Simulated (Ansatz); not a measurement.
## Molecular dynamics of AsNH6 (part 1 of 3)

AsNH6, SMILES N.[AsH3], computed with RKS PBE0-D4/def2-SVP (Ansatz 0.2.0).

Figures and captions count atoms from 1; the log counts them from 0 in places.

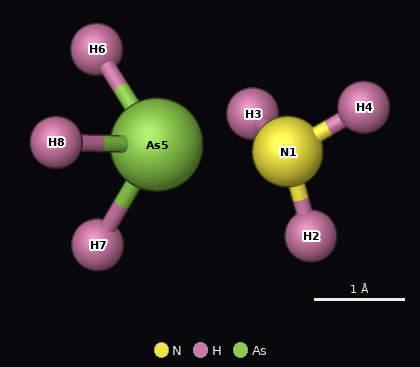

The input geometry (ball-and-stick view, seen at a tilt; atoms are numbered from 1 in the order of the input).

Summary:

- outcome: finished
- mean temperature over the second half: 46 K
- trajectory: 60 steps, 30 fs
- ensemble: nve
- temperature in the input: 100 K
- time step: 0.5 fs
- potential energy (last step): −62410.7869 eV
- mean-field energy (last step): −62410.7137 eV
- dispersion energy (last step): −0.0733 eV
- SCF solution under orbital rotations (last step): stable
- largest force (length of the vector) (last step): 1.242 eV/Å
- dipole moment (last step): 2.41 D
- hardware: 4 threads of Arm Neoverse V1, 23 GiB of memory available, shared host
- wall time: 42 s (CPU time 2.4 min)
- peak memory: 0.4 GiB

Notes:

So short a trajectory is not equilibrated.

Input:
```yaml
crystal:
  periodic: [false, false, false]
  atoms:
    - {symbol: N, position_ang: [0.067787, 0.106863, -1.573633]}
    - {symbol: H, position_ang: [0.770932, -0.512739, -1.957113]}
    - {symbol: H, position_ang: [-0.805313, -0.104536, -2.041157]}
    - {symbol: H, position_ang: [0.327623, 1.050250, -1.834136]}
    - {symbol: As, position_ang: [0.333019, 0.285795, 1.641216]}
    - {symbol: H, position_ang: [-1.152692, 0.373665, 1.340880]}
    - {symbol: H, position_ang: [0.385425, -1.193341, 1.302561]}
    - {symbol: H, position_ang: [0.073219, -0.006057, 3.121382]}
basis:
  gaussian: {orbitals: def2-SVP}
hamiltonian: {xc: pbe0, dispersion: d4}
md: {n_steps: 60, timestep: 0.5, temperature: 100, ensemble: nve, seed: 486, initial_velocities: maxwell_boltzmann}
```

Launch command:
```bash
ansatz run in.yaml --threads 4 --pin off --events-out ev --progress --plain --max-ram 9574MiB
```

Log:
```
Functional definition: PBE0
  name "PBE0"
  cite "Adamo & Barone, J. Chem. Phys. 110, 6158 (1999) doi:10.1063/1.478522"
  cite "Perdew, Burke & Ernzerhof, Phys. Rev. Lett. 77, 3865 (1996) doi:10.1103/PhysRevLett.77.3865"
  parent pbe
  parameter a = 0.25
  parameter kappa = 0.804
  parameter beta = 0.06672455060314922
  exchange = (1 - a)*pbe_x(kappa = kappa, mu = beta*pi^2/3) + a*exact_x
  correlation = pbe_c(beta = beta)
825 factors; integrals over basis functions are off by at most 4.0e-4 eV
mean field evaluation 1: about -62406.4743 eV, gradient 4.7e1 eV
mean field evaluation 2: about -62403.4637 eV, gradient 5.8e1 eV
mean field evaluation 4: about -62410.7481 eV, gradient 4.7e-1 eV
mean field evaluation 8: about -62410.7585 eV, gradient 4.0e-2 eV
mean field -62410.75845605 eV, -2293.5530697282 hartree, gradient 2.7e-5 eV, S^2 0.000000; 0 other end points of the search recorded, 0 dependent functions left out
the calculation of the forces begins
reference -62410.75848025 eV, -2293.5530706178 hartree; 23, 23 occupied and 53, 53 virtual orbitals, 825 factors
md step     0: t =     0.00 fs  T =   100.0 K  F+E_penalty+E_count = -62410.83169806 eV  E_kin = 0.077556 eV  conserved = -62410.75414206 eV  (23 SCF iters)
these checks for a lower state are left out or cut short: starts, cluster_reference, orbital_swaps, neighbouring_geometries, increment
825 factors; integrals over basis functions are off by at most 4.1e-4 eV
mean field evaluation 16: about -62410.7463 eV, gradient 5.8e-1 eV
mean field -62410.75672973 eV, -2293.5530062872 hartree, gradient 1.5e-5 eV, S^2 0.000000; 0 other end points of the search recorded, 0 dependent functions left out
the calculation of the forces begins
reference -62410.75675395 eV, -2293.5530071775 hartree; 23, 23 occupied and 53, 53 virtual orbitals, 825 factors
md step     1: t =     0.50 fs  T =    97.8 K  F+E_penalty+E_count = -62410.82996838 eV  E_kin = 0.075873 eV  conserved = -62410.75409513 eV  (21 SCF iters)
[... from here on the SCF iterations and repeated set-up lines of each step are left out, up to the last step ...]
md step     2: t =     1.00 fs  T =    91.1 K  F+E_penalty+E_count = -62410.82460382 eV  E_kin = 0.070631 eV  conserved = -62410.75397316 eV  (21 SCF iters)
md step     3: t =     1.50 fs  T =    82.0 K  F+E_penalty+E_count = -62410.81745934 eV  E_kin = 0.063626 eV  conserved = -62410.75383351 eV  (21 SCF iters)
md step     4: t =     2.00 fs  T =    73.4 K  F+E_penalty+E_count = -62410.81069405 eV  E_kin = 0.056964 eV  conserved = -62410.75372997 eV  (22 SCF iters)
md step     5: t =     2.50 fs  T =    67.4 K  F+E_penalty+E_count = -62410.80593122 eV  E_kin = 0.052240 eV  conserved = -62410.75369144 eV  (21 SCF iters)
md step     6: t =     3.00 fs  T =    64.6 K  F+E_penalty+E_count = -62410.80379577 eV  E_kin = 0.050080 eV  conserved = -62410.75371615 eV  (22 SCF iters)
md step     7: t =     3.50 fs  T =    64.6 K  F+E_penalty+E_count = -62410.80391881 eV  E_kin = 0.050137 eV  conserved = -62410.75378197 eV  (22 SCF iters)
md step     8: t =     4.00 fs  T =    66.3 K  F+E_penalty+E_count = -62410.80527894 eV  E_kin = 0.051421 eV  conserved = -62410.75385818 eV  (22 SCF iters)
md step     9: t =     4.50 fs  T =    68.0 K  F+E_penalty+E_count = -62410.80669127 eV  E_kin = 0.052776 eV  conserved = -62410.75391494 eV  (22 SCF iters)
md step    10: t =     5.00 fs  T =    68.8 K  F+E_penalty+E_count = -62410.80728667 eV  E_kin = 0.053357 eV  conserved = -62410.75392977 eV  (22 SCF iters)
md step    11: t =     5.50 fs  T =    68.3 K  F+E_penalty+E_count = -62410.80686497 eV  E_kin = 0.052970 eV  conserved = -62410.75389498 eV  (21 SCF iters)
md step    12: t =     6.00 fs  T =    67.3 K  F+E_penalty+E_count = -62410.80600088 eV  E_kin = 0.052176 eV  conserved = -62410.75382529 eV  (21 SCF iters)
md step    13: t =     6.50 fs  T =    67.1 K  F+E_penalty+E_count = -62410.80579162 eV  E_kin = 0.052033 eV  conserved = -62410.75375878 eV  (22 SCF iters)
md step    14: t =     7.00 fs  T =    69.0 K  F+E_penalty+E_count = -62410.80725653 eV  E_kin = 0.053515 eV  conserved = -62410.75374160 eV  (21 SCF iters)
md step    15: t =     7.50 fs  T =    73.3 K  F+E_penalty+E_count = -62410.81063905 eV  E_kin = 0.056841 eV  conserved = -62410.75379835 eV  (21 SCF iters)
md step    16: t =     8.00 fs  T =    78.8 K  F+E_penalty+E_count = -62410.81504558 eV  E_kin = 0.061135 eV  conserved = -62410.75391063 eV  (21 SCF iters)
md step    17: t =     8.50 fs  T =    83.4 K  F+E_penalty+E_count = -62410.81873682 eV  E_kin = 0.064714 eV  conserved = -62410.75402252 eV  (21 SCF iters)
md step    18: t =     9.00 fs  T =    85.0 K  F+E_penalty+E_count = -62410.81997989 eV  E_kin = 0.065906 eV  conserved = -62410.75407384 eV  (21 SCF iters)
md step    19: t =     9.50 fs  T =    82.4 K  F+E_penalty+E_count = -62410.81796673 eV  E_kin = 0.063930 eV  conserved = -62410.75403629 eV  (21 SCF iters)
md step    20: t =    10.00 fs  T =    76.5 K  F+E_penalty+E_count = -62410.81325215 eV  E_kin = 0.059324 eV  conserved = -62410.75392807 eV  (22 SCF iters)
md step    21: t =    10.50 fs  T =    69.2 K  F+E_penalty+E_count = -62410.80748253 eV  E_kin = 0.053681 eV  conserved = -62410.75380111 eV  (24 SCF iters)
md step    22: t =    11.00 fs  T =    63.1 K  F+E_penalty+E_count = -62410.80261044 eV  E_kin = 0.048900 eV  conserved = -62410.75371044 eV  (21 SCF iters)
md step    23: t =    11.50 fs  T =    59.8 K  F+E_penalty+E_count = -62410.80004649 eV  E_kin = 0.046359 eV  conserved = -62410.75368797 eV  (23 SCF iters)
md step    24: t =    12.00 fs  T =    59.9 K  F+E_penalty+E_count = -62410.80015379 eV  E_kin = 0.046421 eV  conserved = -62410.75373299 eV  (22 SCF iters)
md step    25: t =    12.50 fs  T =    62.4 K  F+E_penalty+E_count = -62410.80224269 eV  E_kin = 0.048423 eV  conserved = -62410.75381973 eV  (22 SCF iters)
md step    26: t =    13.00 fs  T =    65.8 K  F+E_penalty+E_count = -62410.80496192 eV  E_kin = 0.051049 eV  conserved = -62410.75391275 eV  (23 SCF iters)
md step    27: t =    13.50 fs  T =    68.2 K  F+E_penalty+E_count = -62410.80685690 eV  E_kin = 0.052878 eV  conserved = -62410.75397940 eV  (21 SCF iters)
md step    28: t =    14.00 fs  T =    68.2 K  F+E_penalty+E_count = -62410.80689277 eV  E_kin = 0.052896 eV  conserved = -62410.75399726 eV  (21 SCF iters)
md step    29: t =    14.50 fs  T =    65.6 K  F+E_penalty+E_count = -62410.80481313 eV  E_kin = 0.050854 eV  conserved = -62410.75395884 eV  (21 SCF iters)
md step    30: t =    15.00 fs  T =    61.1 K  F+E_penalty+E_count = -62410.80124707 eV  E_kin = 0.047370 eV  conserved = -62410.75387742 eV  (21 SCF iters)
md step    31: t =    15.50 fs  T =    56.3 K  F+E_penalty+E_count = -62410.79748685 eV  E_kin = 0.043700 eV  conserved = -62410.75378716 eV  (22 SCF iters)
md step    32: t =    16.00 fs  T =    53.1 K  F+E_penalty+E_count = -62410.79494132 eV  E_kin = 0.041208 eV  conserved = -62410.75373290 eV  (22 SCF iters)
md step    33: t =    16.50 fs  T =    52.5 K  F+E_penalty+E_count = -62410.79444562 eV  E_kin = 0.040699 eV  conserved = -62410.75374614 eV  (22 SCF iters)
md step    34: t =    17.00 fs  T =    54.1 K  F+E_penalty+E_count = -62410.79578960 eV  E_kin = 0.041967 eV  conserved = -62410.75382246 eV  (22 SCF iters)
md step    35: t =    17.50 fs  T =    56.6 K  F+E_penalty+E_count = -62410.79779708 eV  E_kin = 0.043878 eV  conserved = -62410.75391919 eV  (21 SCF iters)
md step    36: t =    18.00 fs  T =    58.0 K  F+E_penalty+E_count = -62410.79897950 eV  E_kin = 0.044999 eV  conserved = -62410.75398018 eV  (21 SCF iters)
md step    37: t =    18.50 fs  T =    57.3 K  F+E_penalty+E_count = -62410.79839245 eV  E_kin = 0.044423 eV  conserved = -62410.75396994 eV  (21 SCF iters)
md step    38: t =    19.00 fs  T =    54.5 K  F+E_penalty+E_count = -62410.79617269 eV  E_kin = 0.042277 eV  conserved = -62410.75389598 eV  (21 SCF iters)
md step    39: t =    19.50 fs  T =    51.1 K  F+E_penalty+E_count = -62410.79343239 eV  E_kin = 0.039631 eV  conserved = -62410.75380177 eV  (21 SCF iters)
md step    40: t =    20.00 fs  T =    48.8 K  F+E_penalty+E_count = -62410.79160301 eV  E_kin = 0.037863 eV  conserved = -62410.75373963 eV  (20 SCF iters)
md step    41: t =    20.50 fs  T =    48.9 K  F+E_penalty+E_count = -62410.79163630 eV  E_kin = 0.037895 eV  conserved = -62410.75374116 eV  (22 SCF iters)
md step    42: t =    21.00 fs  T =    51.2 K  F+E_penalty+E_count = -62410.79351084 eV  E_kin = 0.039707 eV  conserved = -62410.75380346 eV  (22 SCF iters)
md step    43: t =    21.50 fs  T =    54.6 K  F+E_penalty+E_count = -62410.79626090 eV  E_kin = 0.042365 eV  conserved = -62410.75389624 eV  (22 SCF iters)
md step    44: t =    22.00 fs  T =    57.3 K  F+E_penalty+E_count = -62410.79843270 eV  E_kin = 0.044452 eV  conserved = -62410.75398099 eV  (24 SCF iters)
md step    45: t =    22.50 fs  T =    57.6 K  F+E_penalty+E_count = -62410.79868886 eV  E_kin = 0.044662 eV  conserved = -62410.75402660 eV  (22 SCF iters)
md step    46: t =    23.00 fs  T =    54.5 K  F+E_penalty+E_count = -62410.79630653 eV  E_kin = 0.042289 eV  conserved = -62410.75401731 eV  (21 SCF iters)
md step    47: t =    23.50 fs  T =    48.3 K  F+E_penalty+E_count = -62410.79143748 eV  E_kin = 0.037484 eV  conserved = -62410.75395358 eV  (21 SCF iters)
md step    48: t =    24.00 fs  T =    40.3 K  F+E_penalty+E_count = -62410.78510128 eV  E_kin = 0.031249 eV  conserved = -62410.75385193 eV  (22 SCF iters)
md step    49: t =    24.50 fs  T =    32.5 K  F+E_penalty+E_count = -62410.77891243 eV  E_kin = 0.025168 eV  conserved = -62410.75374431 eV  (22 SCF iters)
md step    50: t =    25.00 fs  T =    26.9 K  F+E_penalty+E_count = -62410.77456497 eV  E_kin = 0.020893 eV  conserved = -62410.75367151 eV  (22 SCF iters)
md step    51: t =    25.50 fs  T =    25.2 K  F+E_penalty+E_count = -62410.77319234 eV  E_kin = 0.019525 eV  conserved = -62410.75366709 eV  (22 SCF iters)
md step    52: t =    26.00 fs  T =    27.2 K  F+E_penalty+E_count = -62410.77485926 eV  E_kin = 0.021122 eV  conserved = -62410.75373678 eV  (22 SCF iters)
md step    53: t =    26.50 fs  T =    31.8 K  F+E_penalty+E_count = -62410.77849014 eV  E_kin = 0.024641 eV  conserved = -62410.75384901 eV  (22 SCF iters)
md step    54: t =    27.00 fs  T =    36.6 K  F+E_penalty+E_count = -62410.78236261 eV  E_kin = 0.028414 eV  conserved = -62410.75394814 eV  (22 SCF iters)
md step    55: t =    27.50 fs  T =    39.9 K  F+E_penalty+E_count = -62410.78495808 eV  E_kin = 0.030972 eV  conserved = -62410.75398562 eV  (22 SCF iters)
md step    56: t =    28.00 fs  T =    40.9 K  F+E_penalty+E_count = -62410.78570165 eV  E_kin = 0.031753 eV  conserved = -62410.75394831 eV  (22 SCF iters)
md step    57: t =    28.50 fs  T =    40.3 K  F+E_penalty+E_count = -62410.78516004 eV  E_kin = 0.031294 eV  conserved = -62410.75386634 eV  (21 SCF iters)
md step    58: t =    29.00 fs  T =    39.7 K  F+E_penalty+E_count = -62410.78458396 eV  E_kin = 0.030790 eV  conserved = -62410.75379383 eV  (21 SCF iters)
md step    59: t =    29.50 fs  T =    40.4 K  F+E_penalty+E_count = -62410.78508227 eV  E_kin = 0.031306 eV  conserved = -62410.75377641 eV  (22 SCF iters)
these checks for a lower state are left out or cut short: starts, cluster_reference, orbital_swaps, neighbouring_geometries, increment
825 factors; integrals over basis functions are off by at most 4.9e-4 eV
mean field -62410.71365870 eV, -2293.5514234562 hartree, gradient 8.8e-6 eV, S^2 0.000000; 0 other end points of the search recorded, 0 dependent functions left out
the calculation of the forces begins
reference -62410.71368269 eV, -2293.5514243377 hartree; 23, 23 occupied and 53, 53 virtual orbitals, 825 factors
825 factors; integrals over basis functions are off by at most 4.9e-4 eV
mean field evaluation 416: about -62410.7136 eV, gradient 1.2e-1 eV
mean field -62410.71365870 eV, -2293.5514234562 hartree, gradient 8.8e-6 eV, S^2 0.000000; 1 other end points of the search recorded, 0 dependent functions left out
the calculation of the forces begins
reference -62410.71368269 eV, -2293.5514243377 hartree; 23, 23 occupied and 53, 53 virtual orbitals, 825 factors
md step    60: t =    30.00 fs  T =    42.7 K  F+E_penalty+E_count = -62410.78692439 eV  E_kin = 0.033099 eV  conserved = -62410.75382511 eV  (24 SCF iters)
```

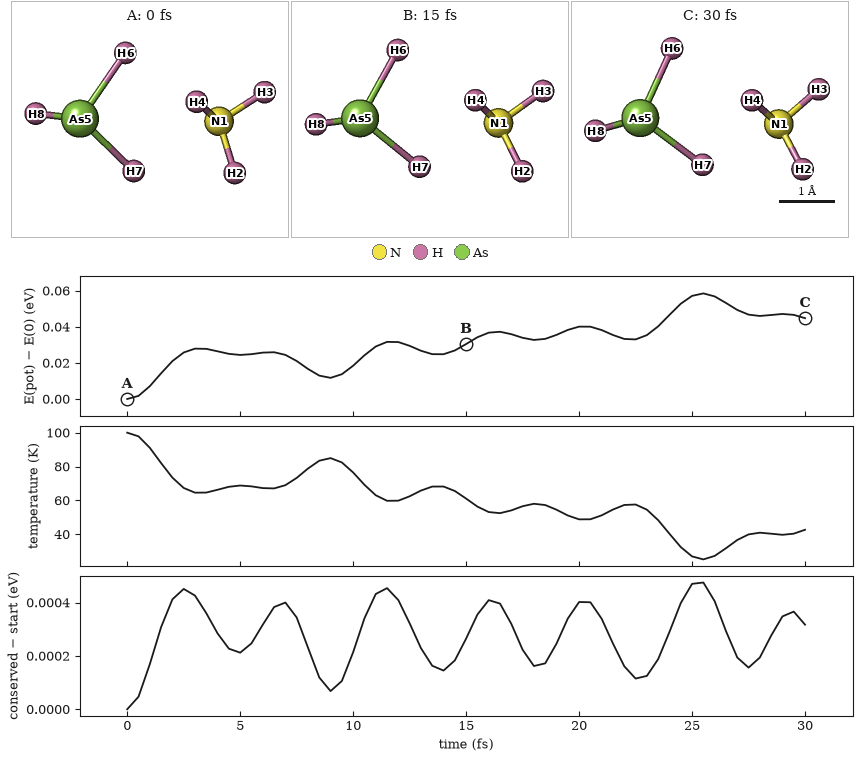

Frames of the molecular dynamics (ball-and-stick, seen at a tilt) above the curves, on which the letters mark them. The trajectory kept here has 61 frames over 30 fs. The temperature starts at 100 K, ranges from 25 to 100 K and averages 46 K over the second half. The potential energy ends 0.045 eV above its first value. The conserved quantity stays within 0.00048 eV. After an unweighted best fit of the last frame on the first, the root-mean-square displacement is 0.17 Å.

```
Total energy: -62410.78694838 eV, -2293.5541168021 hartree
Atom 0 at     0.103794     0.078197    -1.564737 Å, force    -0.056524     1.141889     0.484084 eV/Å
Atom 1 at     0.711281    -0.450388    -2.164447 Å, force     0.383187    -0.344819    -0.413176 eV/Å
Atom 2 at    -0.844161    -0.068453    -1.889214 Å, force    -0.217993    -0.023498    -0.158594 eV/Å
Atom 3 at     0.321868     1.077757    -1.725594 Å, force    -0.165483    -0.725961     0.064606 eV/Å
Atom 4 at     0.325889     0.289869     1.637916 Å, force     0.256791     0.128053    -0.153116 eV/Å
Atom 5 at    -1.184874     0.444455     1.654250 Å, force    -0.117238    -0.054205    -0.049686 eV/Å
Atom 6 at     0.280234    -1.121240     1.091852 Å, force    -0.033674    -0.076364     0.045949 eV/Å
Atom 7 at     0.344465    -0.179386     3.087242 Å, force    -0.049066    -0.045096     0.179934 eV/Å
Dipole moment:    -0.102204     0.000629    -0.490239 e Å
```

Trajectory as extended XYZ (Å, eV, eV/Å), 54 of the 61 frames kept, from step=0 to step=60:
```
8
Properties=species:S:1:pos:R:3:forces:R:3 step=0 time_fs=0.0 energy=-62410.83170 temperature=100.0
N     0.0678    0.1069   -1.5736   -0.0331  -0.0380   0.4360
H     0.7709   -0.5127   -1.9571    0.1591  -0.1251  -0.1305
H    -0.8053   -0.1045   -2.0412   -0.1827  -0.0388  -0.1467
H     0.3276    1.0502   -1.8341    0.0623   0.2059  -0.1044
As    0.3330    0.2858    1.6412    0.0518   0.0526  -0.0986
H    -1.1527    0.3737    1.3409   -0.0551   0.0081  -0.0096
H     0.3854   -1.1933    1.3026    0.0065  -0.0550  -0.0119
H     0.0732   -0.0061    3.1214   -0.0088  -0.0097   0.0658
8
Properties=species:S:1:pos:R:3:forces:R:3 step=1 time_fs=0.5 energy=-62410.82997 temperature=97.8
N     0.0682    0.1054   -1.5738   -0.0080   0.4220   0.4544
H     0.7715   -0.5063   -1.9596    0.2535  -0.2685  -0.2084
H    -0.8079   -0.1020   -2.0358   -0.1898  -0.0553  -0.1778
H     0.3315    1.0557   -1.8345   -0.0519  -0.0923  -0.0120
As    0.3329    0.2860    1.6411    0.1274   0.0034   0.0096
H    -1.1491    0.3727    1.3482   -0.1539   0.0223  -0.0291
H     0.3806   -1.1929    1.2980    0.0158  -0.0444  -0.0093
H     0.0775   -0.0127    3.1265    0.0068   0.0129  -0.0274
8
Properties=species:S:1:pos:R:3:forces:R:3 step=2 time_fs=1.0 energy=-62410.82460 temperature=91.1
N     0.0687    0.1039   -1.5739    0.0151   0.8170   0.4507
H     0.7726   -0.5005   -1.9626    0.3141  -0.3794  -0.2696
H    -0.8110   -0.0996   -2.0310   -0.1688  -0.0653  -0.1947
H     0.3352    1.0609   -1.8348   -0.1584  -0.3647   0.0715
As    0.3327    0.2862    1.6410    0.1990  -0.0474   0.1123
H    -1.1459    0.3718    1.3555   -0.2473   0.0358  -0.0466
H     0.3758   -1.1926    1.2935    0.0248  -0.0314  -0.0059
H     0.0819   -0.0192    3.1316    0.0213   0.0353  -0.1177
```
